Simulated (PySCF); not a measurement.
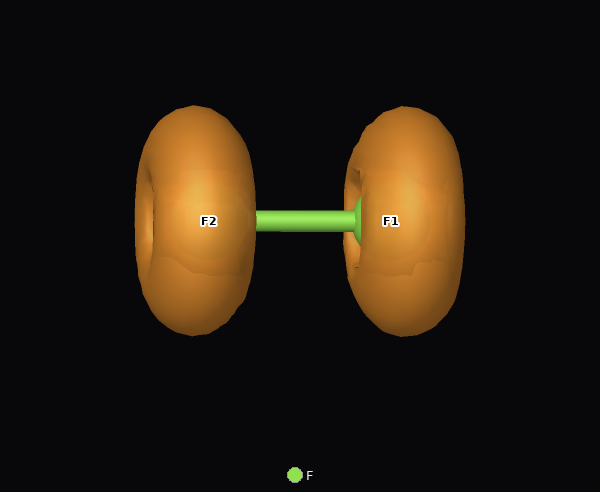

Figure. F₂. Isosurface of the electron localisation function at 0.8 (orange), seen from one side. Only the valence region is drawn (cores and ρ < 0.01 e/Å³ removed).

The calculation used PBE0/pcseg-2, non-relativistic, at a bond length of 1.378 Å in PySCF.

```xyz
2

F     0.0000    0.0000   -0.6890
F     0.0000    0.0000    0.6890
```

Where are the electrons localised?

Answer. The surface consists of two regions wrapped around F (its lone pairs, merged into a ring or cap). Profiles from the grid: F–F (1.38 Å): the ELF peaks at about 0.70 between the atoms.
